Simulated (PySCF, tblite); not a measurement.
# C4H2F4O: dynamics, then NMR shifts on frames, part 2 of 2

tblite 0.8.0 and PySCF 2.14.0. Atoms count from 0. Earlier steps stand in the parts before.

**4. NMR shieldings: 425 fs, PBE0/pcSseg-1**

The job: settings as JSON, then the geometry in Å.

```
{"job": {"kind": "nmr", "xc": "PBE0", "basis": "pcSseg-1", "pop": false}, "charge": 0, "multiplicity": 1}
F      2.363100    -0.953600     0.222600
C      1.098100    -0.763600     0.107200
C      0.414200     0.333500     0.499400
F      0.931600     1.493500     0.833000
C     -1.022800     0.174300     0.267800
F     -1.846400     0.221100     1.382400
F     -1.589400     1.060500    -0.551100
O     -1.126800    -1.081200    -0.243800
C      0.126200    -1.775900    -0.266800
H      0.120200    -2.548700     0.546000
H      0.225200    -2.297800    -1.238100
```

Method: GIAO PBE0/pcSseg-1 NMR shielding, non-relativistic, gas phase.

Standard output:

```text
coarse grid: 11016 points
cycle   1  E = -627.2271772859  dE =  1.924e+00  |g| = 1.015e+00  |ddm| = 3.178e+00
cycle   2  E = -627.0125687932  dE =  2.146e-01  |g| = 1.566e+00  |ddm| = 1.464e+00
cycle   3  E = -627.3952174704  dE = -3.826e-01  |g| = 8.140e-02  |ddm| = 9.404e-01
cycle   4  E = -627.3959256570  dE = -7.082e-04  |g| = 5.265e-02  |ddm| = 7.829e-02
cycle   5  E = -627.3963541072  dE = -4.285e-04  |g| = 9.640e-03  |ddm| = 3.746e-02
cycle   6  E = -627.3963665615  dE = -1.245e-05  |g| = 3.501e-03  |ddm| = 8.217e-03
cycle   7  E = -627.3963686998  dE = -2.138e-06  |g| = 8.413e-04  |ddm| = 2.950e-03
final grid: 113200 points
cycle   8  E = -627.4844979335  dE = -4.094e-05  |g| = 1.047e-02  |ddm| = 2.647e-02
cycle   9  E = -627.4844744088  dE =  2.352e-05  |g| = 1.583e-02  |ddm| = 1.482e-02
cycle  10  E = -627.4845170514  dE = -4.264e-05  |g| = 8.094e-04  |ddm| = 9.121e-03
cycle  11  E = -627.4845171575  dE = -1.061e-07  |g| = 3.568e-04  |ddm| = 8.318e-04
cycle  12  E = -627.4845171790  dE = -2.150e-08  |g| = 1.286e-04  |ddm| = 3.289e-04
cycle  13  E = -627.4845171823  dE = -3.280e-09  |g| = 3.117e-05  |ddm| = 1.223e-04
cycle  14  E = -627.4845171825  dE = -1.955e-10  |g| = 9.428e-06  |ddm| = 2.993e-05
converged SCF energy = -627.4845171825

GIAO shielding tensors (ppm)
atom      isotropic    diamagn.    paramagn.     s11        s22        s33       span
  0 F      327.709     468.897    -141.188    234.642    264.011    484.474    249.832
  1 C       31.305     256.019    -224.714    -50.058     58.907     85.066    135.124
  2 C       45.444     252.334    -206.890    -32.429     83.506     85.256    117.685
  3 F      342.847     470.906    -128.059    252.358    312.466    463.716    211.358
  4 C       56.899     241.429    -184.530     35.151     60.628     74.918     39.766
  5 F      237.782     472.310    -234.528    137.498    231.109    344.741    207.243
  6 F      252.451     472.460    -220.009    167.878    271.600    317.874    149.996
  7 O      227.385     397.230    -169.845    153.376    207.133    321.645    168.269
  8 C      120.541     245.941    -125.401     98.913    103.034    159.675     60.762
  9 H       26.173      26.138       0.035     23.057     24.366     31.096      8.039
 10 H       26.535      26.548      -0.014     22.777     24.956     31.871      9.093
```

Run time: 17 s. Hardware: 1 thread of Arm Neoverse V1, shared host; peak memory 0.77 GiB.

In short: δ C1 155.6, C2 141.5, C4 130.0, C8 66.4, H9 5.54, H10 5.18 ppm.

**5. Nuclear shieldings: 625 fs, PBE0/pcSseg-1**

The job: settings as JSON, then the geometry in Å.

```
{"job": {"kind": "nmr", "xc": "PBE0", "basis": "pcSseg-1", "pop": false}, "charge": 0, "multiplicity": 1}
F      2.556200    -0.981300    -0.132000
C      1.224000    -0.795300    -0.070800
C      0.637300     0.304500     0.440200
F      1.162300     1.415300     0.894400
C     -0.855500     0.080100     0.391800
F     -1.242500    -0.084700     1.672600
F     -1.592100     1.069900    -0.081200
O     -0.990800    -1.084300    -0.365500
C      0.237500    -1.814000    -0.544200
H      0.152100    -2.664800     0.057100
H      0.343800    -2.075200    -1.616500
```

With the program's defaults for keys left out, this is: GIAO PBE0/pcSseg-1 NMR shielding, non-relativistic, gas phase.

Standard output:

```text
coarse grid: 11016 points
cycle   1  E = -627.2257930531  dE =  1.780e+00  |g| = 1.018e+00  |ddm| = 3.166e+00
cycle   2  E = -627.0083355266  dE =  2.175e-01  |g| = 1.571e+00  |ddm| = 1.416e+00
cycle   3  E = -627.3946306132  dE = -3.863e-01  |g| = 8.772e-02  |ddm| = 9.233e-01
cycle   4  E = -627.3954082897  dE = -7.777e-04  |g| = 5.836e-02  |ddm| = 8.235e-02
cycle   5  E = -627.3959288187  dE = -5.205e-04  |g| = 8.872e-03  |ddm| = 3.953e-02
cycle   6  E = -627.3959389743  dE = -1.016e-05  |g| = 3.564e-03  |ddm| = 7.574e-03
cycle   7  E = -627.3959412696  dE = -2.295e-06  |g| = 8.198e-04  |ddm| = 3.132e-03
final grid: 113200 points
cycle   8  E = -627.4849585992  dE = -3.937e-05  |g| = 1.136e-02  |ddm| = 2.577e-02
cycle   9  E = -627.4849298365  dE =  2.876e-05  |g| = 1.736e-02  |ddm| = 1.545e-02
cycle  10  E = -627.4849810289  dE = -5.119e-05  |g| = 8.914e-04  |ddm| = 9.639e-03
cycle  11  E = -627.4849811630  dE = -1.341e-07  |g| = 3.262e-04  |ddm| = 8.005e-04
cycle  12  E = -627.4849811795  dE = -1.644e-08  |g| = 1.236e-04  |ddm| = 2.864e-04
cycle  13  E = -627.4849811824  dE = -2.914e-09  |g| = 3.497e-05  |ddm| = 1.154e-04
cycle  14  E = -627.4849811827  dE = -2.615e-10  |g| = 9.902e-06  |ddm| = 3.491e-05
converged SCF energy = -627.4849811827

GIAO shielding tensors (ppm)
atom      isotropic    diamagn.    paramagn.     s11        s22        s33       span
  0 F      323.360     469.520    -146.161    239.996    282.040    448.043    208.047
  1 C       31.259     255.476    -224.217    -45.020     61.111     77.686    122.705
  2 C       38.428     253.317    -214.889    -39.749     69.417     85.615    125.364
  3 F      341.679     470.634    -128.956    250.599    306.582    467.856    217.257
  4 C       56.943     242.757    -185.814     36.816     63.144     70.869     34.052
  5 F      250.489     472.937    -222.447    173.426    257.995    320.047    146.622
  6 F      274.304     471.635    -197.331    200.896    295.663    326.355    125.459
  7 O      225.724     397.981    -172.256    154.520    193.289    329.365    174.844
  8 C      121.076     247.383    -126.307     96.335    106.174    160.720     64.385
  9 H       27.535      28.400      -0.865     23.976     26.207     32.422      8.446
 10 H       26.476      26.971      -0.496     23.114     24.666     31.647      8.533
```

Wall time 17 s (1 thread of Arm Neoverse V1, shared host); peak memory 0.77 GiB.

Key values: δ C1 155.7, C2 148.5, C4 130.0, C8 65.8, H10 5.24, H9 4.18 ppm.

**6. Nuclear shieldings: 800 fs, PBE0/pcSseg-1**

The job: settings as JSON, then the geometry in Å.

```
{"job": {"kind": "nmr", "xc": "PBE0", "basis": "pcSseg-1", "pop": false}, "charge": 0, "multiplicity": 1}
F      2.344700    -0.971300    -0.502200
C      1.078300    -0.645300    -0.170500
C      0.534600     0.503000     0.169800
F      1.078400     1.712900     0.482200
C     -0.955000     0.250100     0.250200
F     -1.508300     0.729000     1.392700
F     -1.652000     0.851700    -0.739800
O     -1.155000    -1.101700     0.149400
C      0.036700    -1.741300    -0.320200
H      0.141900    -2.576800     0.346500
H     -0.052400    -2.048400    -1.411900
```

Method: GIAO PBE0/pcSseg-1 NMR shielding, non-relativistic, gas phase.

Standard output:

```text
coarse grid: 11016 points
cycle   1  E = -627.2142690026  dE =  1.690e+00  |g| = 1.043e+00  |ddm| = 3.121e+00
cycle   2  E = -626.9536661686  dE =  2.606e-01  |g| = 1.672e+00  |ddm| = 1.533e+00
cycle   3  E = -627.3938327326  dE = -4.402e-01  |g| = 1.006e-01  |ddm| = 1.015e+00
cycle   4  E = -627.3947897883  dE = -9.571e-04  |g| = 6.964e-02  |ddm| = 9.970e-02
cycle   5  E = -627.3955448680  dE = -7.551e-04  |g| = 9.218e-03  |ddm| = 4.771e-02
cycle   6  E = -627.3955563440  dE = -1.148e-05  |g| = 3.797e-03  |ddm| = 7.951e-03
cycle   7  E = -627.3955589524  dE = -2.608e-06  |g| = 8.320e-04  |ddm| = 3.095e-03
final grid: 113200 points
cycle   8  E = -627.4859375200  dE = -4.088e-05  |g| = 1.187e-02  |ddm| = 2.616e-02
cycle   9  E = -627.4859044866  dE =  3.303e-05  |g| = 1.852e-02  |ddm| = 1.710e-02
cycle  10  E = -627.4859619116  dE = -5.742e-05  |g| = 7.973e-04  |ddm| = 1.056e-02
cycle  11  E = -627.4859620040  dE = -9.237e-08  |g| = 3.483e-04  |ddm| = 7.418e-04
cycle  12  E = -627.4859620225  dE = -1.853e-08  |g| = 8.647e-05  |ddm| = 2.526e-04
cycle  13  E = -627.4859620238  dE = -1.321e-09  |g| = 2.583e-05  |ddm| = 7.910e-05
cycle  14  E = -627.4859620239  dE = -1.319e-10  |g| = 9.226e-06  |ddm| = 2.581e-05
converged SCF energy = -627.4859620239

GIAO shielding tensors (ppm)
atom      isotropic    diamagn.    paramagn.     s11        s22        s33       span
  0 F      313.483     470.087    -156.603    212.279    285.379    442.792    230.513
  1 C       33.290     254.269    -220.979    -34.631     57.956     76.544    111.176
  2 C       46.051     251.846    -205.794    -26.558     80.631     84.081    110.639
  3 F      337.430     470.839    -133.409    238.218    333.996    440.075    201.857
  4 C       52.525     242.258    -189.733     37.121     57.324     63.131     26.010
  5 F      250.608     471.720    -221.112    159.730    258.869    333.226    173.497
  6 F      241.648     473.405    -231.757    169.252    232.879    322.814    153.562
  7 O      228.642     398.106    -169.463    151.805    212.891    321.230    169.425
  8 C      116.071     247.395    -131.324     91.518    100.507    156.188     64.671
  9 H       26.859      27.709      -0.850     22.997     25.607     31.972      8.975
 10 H       25.913      26.472      -0.559     22.648     24.508     30.583      7.934
```

Run time: 17 s. Hardware: 1 thread of Arm Neoverse V1, shared host; peak memory 0.77 GiB.

Key values: δ C1 153.6, C2 140.9, C4 134.4, C8 70.9, H10 5.80, H9 4.86 ppm.

**7. NMR shieldings: 1000 fs, PBE0/pcSseg-1**

The job: settings as JSON, then the geometry in Å.

```
{"job": {"kind": "nmr", "xc": "PBE0", "basis": "pcSseg-1", "pop": false}, "charge": 0, "multiplicity": 1}
F      2.031900    -1.231200    -0.658200
C      0.856900    -0.794200    -0.311700
C      0.476900     0.478600    -0.031100
F      1.229000     1.510300     0.186100
C     -1.031400     0.500800     0.127900
F     -1.381500     1.093300     1.272100
F     -1.572800     1.246600    -0.875500
O     -1.391700    -0.806900     0.073900
C     -0.365200    -1.671200    -0.316800
H     -0.275300    -2.430200     0.527100
H     -0.551200    -2.167900    -1.236600
```

With the program's defaults for keys left out, this is: GIAO PBE0/pcSseg-1 NMR shielding, non-relativistic, gas phase.

Standard output:

```text
coarse grid: 11016 points
cycle   1  E = -627.2344643837  dE =  1.878e+00  |g| = 1.001e+00  |ddm| = 3.177e+00
cycle   2  E = -627.0442030543  dE =  1.903e-01  |g| = 1.511e+00  |ddm| = 1.332e+00
cycle   3  E = -627.3961138722  dE = -3.519e-01  |g| = 8.322e-02  |ddm| = 8.558e-01
cycle   4  E = -627.3968083522  dE = -6.945e-04  |g| = 5.470e-02  |ddm| = 7.766e-02
cycle   5  E = -627.3972769572  dE = -4.686e-04  |g| = 8.949e-03  |ddm| = 3.756e-02
cycle   6  E = -627.3972876012  dE = -1.064e-05  |g| = 3.778e-03  |ddm| = 8.002e-03
cycle   7  E = -627.3972902849  dE = -2.684e-06  |g| = 8.422e-04  |ddm| = 3.397e-03
final grid: 113200 points
cycle   8  E = -627.4856465019  dE = -4.287e-05  |g| = 9.628e-03  |ddm| = 2.527e-02
cycle   9  E = -627.4856287840  dE =  1.772e-05  |g| = 1.412e-02  |ddm| = 1.307e-02
cycle  10  E = -627.4856626630  dE = -3.388e-05  |g| = 9.226e-04  |ddm| = 8.090e-03
cycle  11  E = -627.4856628058  dE = -1.428e-07  |g| = 3.689e-04  |ddm| = 9.280e-04
cycle  12  E = -627.4856628310  dE = -2.516e-08  |g| = 1.313e-04  |ddm| = 3.637e-04
cycle  13  E = -627.4856628345  dE = -3.544e-09  |g| = 3.098e-05  |ddm| = 1.201e-04
cycle  14  E = -627.4856628347  dE = -1.803e-10  |g| = 8.142e-06  |ddm| = 2.698e-05
converged SCF energy = -627.4856628347

GIAO shielding tensors (ppm)
atom      isotropic    diamagn.    paramagn.     s11        s22        s33       span
  0 F      333.489     469.941    -136.452    248.386    274.471    477.610    229.224
  1 C       34.278     255.630    -221.352    -43.024     64.846     81.011    124.035
  2 C       42.560     253.055    -210.494    -37.252     78.838     86.095    123.348
  3 F      344.639     470.733    -126.094    249.697    309.973    474.248    224.550
  4 C       56.746     244.836    -188.090     37.411     65.312     67.516     30.105
  5 F      268.145     471.342    -203.197    184.729    290.909    328.797    144.068
  6 F      245.066     472.755    -227.689    164.809    240.757    329.631    164.822
  7 O      245.340     396.876    -151.535    172.165    228.149    335.707    163.542
  8 C      120.457     246.870    -126.413    100.771    102.172    158.428     57.657
  9 H       25.896      26.413      -0.517     22.162     24.182     31.343      9.181
 10 H       27.466      28.093      -0.627     24.279     25.992     32.127      7.848
```

Run time: 17 s. Hardware: 1 thread of Arm Neoverse V1, shared host; peak memory 0.77 GiB.

This run: δ C1 152.6, C2 144.4, C4 130.2, C8 66.5, H9 5.82, H10 4.25 ppm.

**8. Side by side: NMR shifts**

Shifts (ppm) of some atoms, chosen among heavy atoms and hydrogens apart, with basis size and wall time:

```
  frame     C2   H10    H9      F6     F5      F0     O7  functions  time
 250 fs  138.0  5.20  5.07   -66.9  -82.6  -157.3  110.0        163  22 s
 425 fs  141.5  5.18  5.54   -81.5  -66.8  -156.8  108.7        163  17 s
 625 fs  148.5  5.24  4.18  -103.4  -79.5  -152.4  110.4        163  17 s
 800 fs  140.9  5.80  4.86   -70.7  -79.7  -142.5  107.4        163  17 s
1000 fs  144.4  4.25  5.82   -74.1  -97.2  -162.5   90.7        163  17 s
```

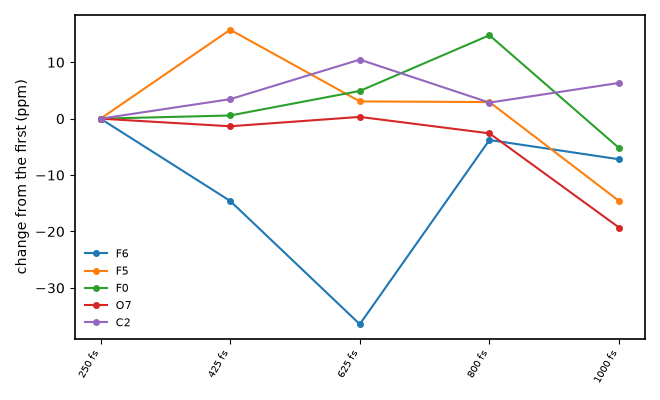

How five of the tabulated atoms move from run to run.

**9. Summary of results**

This closing draws on all 2 parts.

| quantity | value |
| --- | --- |
| thermostat | 200 K |
| mean temperature, second half | 197 K |
| mean potential energy above the minimum | 0.21 eV |
| 13C shifts against TMS (PBE0/pcSseg-1, 250 fs) | 152.1, 138.0, 133.9, 70.6 ppm |
| 1H shifts against TMS (PBE0/pcSseg-1, 250 fs) | 5.20, 5.07 ppm |
| 19F shifts against CFCl3 (PBE0/pcSseg-1, 250 fs) | -66.9, -82.6, -157.3, -173.2 ppm |
| 17O shifts against H2O (PBE0/pcSseg-1, 250 fs) | 110.0 ppm |
| surface potential, 1st and 99th percentile | -0.89 V and 1.54 V |
| range of the shift of F6 | -103.4 to -66.9 ppm |

In words: In the second half the potential energy averages 0.21 eV above the minimum; equipartition over 27 harmonic modes at 200 K would give 0.23 eV. With 11 atoms the temperature swings widely (116 to 272 K). Shifts at one fixed geometry are not the observed spectrum, which averages over the motion. In the first frame run (250 fs): Shielding is most anisotropic at F0 (span 228 ppm, paramagnetic term -141 ppm). At PBE0/pcSseg-1, counted by nearest atom on the grid, the HOMO lies on C1, C2 about 32 % each; F3 13 %, the LUMO on C1, C2 about 33 % each; F0, F3 about 6 % each. In ppm, F6 moves most: its shift spreads over 36.4 ppm, from -103.4 (625 fs) to -66.9 (250 fs).
